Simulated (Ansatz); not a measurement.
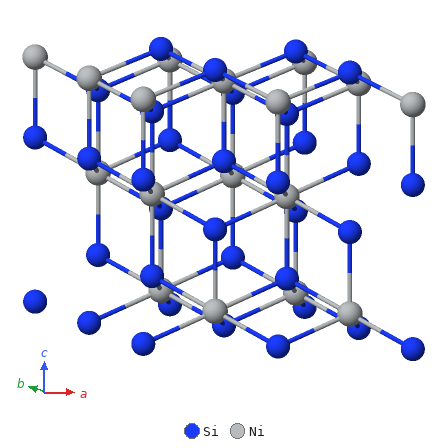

System: Zn on a slab of content Si₂Ni. The picture shows the clean slab (repeated in the plane, vacuum cut away).

Starting cell:
```xyz
9
Lattice="3.8123 0.0000 0.0000 -1.9062 3.3016 0.0000 0.0000 0.0000 24.7818" Properties=species:S:1:pos:R:3 pbc="T T T"
Si    0.0000    0.0000    8.4999
Ni    1.9061    1.1005    9.2781
Si    0.0000    2.2011   10.0565
Si    1.9061    1.1005   11.6128
Ni    0.0000    2.2011   12.4011
Si    0.0000    0.0000   13.1812
Si    0.0000    2.2011   14.7533
Ni    0.0000    0.0000   15.4740
Si    1.9061    1.1005   16.1592
```

Calculation (Ansatz 0.2.0): adsorption at several starting sites on a slab cut from the named crystal, one adsorbate a surface cell, the lower planes held, the adsorption energy counts from the clean slab and the free, spin-polarised adsorbate, negative where bound, plane waves with PAW datasets, Γ-centred k mesh. Level: PBEsol, no spin polarisation.

- crystal formula: Si2Ni
- crystal space group number: 225
- Miller index h: 1
- Miller index k: 1
- Miller index l: 1
- top plane: Si
- bottom plane: Si
- planes: 9
- surface cell: (1, 1)
- slab thickness as cut: 7.78 Å
- vacuum: 17 Å
- surface area: 12.59 Å²
- wave cutoff: 420 eV
- k mesh: 9×9×1
- occupations: Gaussian
- smearing width: 0.1 eV
- boundary: dipole corrected
- adsorbate: Zn

Sites are named by a rule of distances and placed in fractions of the cell vectors a and b; the slab's top layers relax too; key: 1 = top site at (0.67, 0.33); 2 = bridge site at (0.83, 0.67); 3 = top site at (0.00, 0.00).

Predict the adsorption energy of each starting site.

The adsorbate slid sideways from no. 2 (by 1.1 Å). Among these starts the lowest are no. 2 and no. 3, which are equal within what the calculation resolves; no. 1 is 0.344 eV higher.

```tsv
starting site	adsorption energy (eV)	height over highest slab atom (Å)	lateral move (Å)	dipole change (e Å)
no. 1	-0.728	2.474	0.0	0.037
no. 2	-1.072	1.485	1.1	0.027
no. 3	-1.072	1.485	0.0	0.027
```

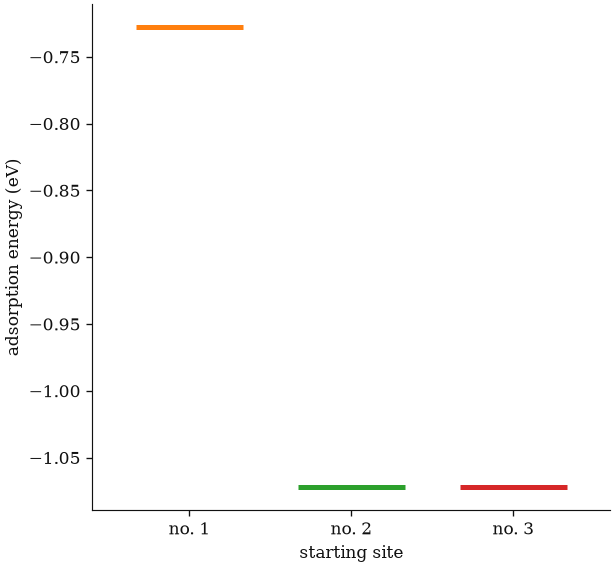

Caveats: no spin polarisation, a magnetic state may lie lower; xc potential rough in thin density.
